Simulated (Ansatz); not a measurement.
# Fields on a plane of Pd (fcc, Cu type)

```
CELL_PARAMETERS angstrom
      0.00000     1.93787     1.93787
      1.93787     0.00000     1.93787
      1.93787     1.93787     0.00000
ATOMIC_POSITIONS crystal
  Pd 0.00000 0.00000 0.00000
```

The slice is a {110} plane (indices of the conventional cell) through the point (0.000, 0.000, 0.000) (fractional), spanned by u = [100] and v = [1 -1 -1] in vectors of this cell: u (2.74 Å) and v (3.88 Å, at 90° to u). It covers one period; positions are fractions (u, v).

Atoms on it: Pd at (0.00, 0.00).

Level of theory: PBEsol (plane waves to 420 eV, PAW, scalar-relativistic; Ansatz, a quantum-chemistry and plane-wave program). k mesh 21×21×21. Near the nuclei the fields are pseudised (PAW); where an atom keeps semicore shells as valence, they peak there. Pd is run without spin polarisation. Pd was relaxed with its symmetry unable to fall.

```
|xxx@*:...:*@xx|
|xx@%+. . .+%@x|
|@@%*:.....:*%@|
|%#+-. ... .-+#|
|=-:. ..... .:-|
|..  .......  .|
|    .......   |
|    .......   |
|     .....    |
|     .....    |
|     .....    |
|    .......   |
|    .......   |
|..  .......  .|
|=-:. ..... .:-|
|%#+-. ... .-+#|
|@@%*:.....:*%@|
|xx@%+. . .+%@x|
|xxx@*:...:*@xx|
|xxx@#-...-#@xx|
```
Scale: ten equal steps from 0.16 (start of ' ') to 0.56 (end of '@'), in the order ' .:-=+*#%@'. Values: electron localisation function (ELF). The map has 14 points along u (one character each, u = 0 at the left) and 20 along v (v = 0 in the bottom row). Points within 0.5 Å of a nucleus are blanked (x), as the pseudised field means little there.

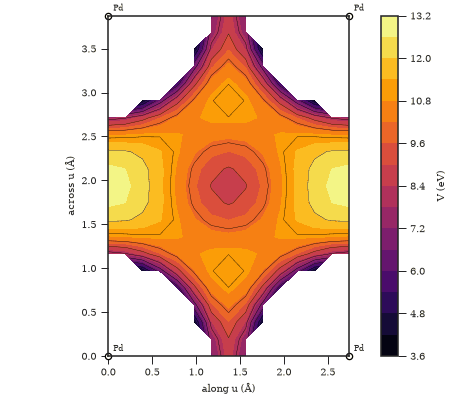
Figure: Electrostatic potential energy of an electron, from the cell's mean, in eV, one period of the plane, atoms marked. Points within 1 Å of a nucleus are left white, as the pseudised field means little there. Values under 4 eV are set to 4. The zero, the cell's mean, hangs on the PAW cores.

- Density on the Pd–Pd line (2.74 Å) at its midpoint: 0.31 e/Å³
- ELF at that point: 0.21
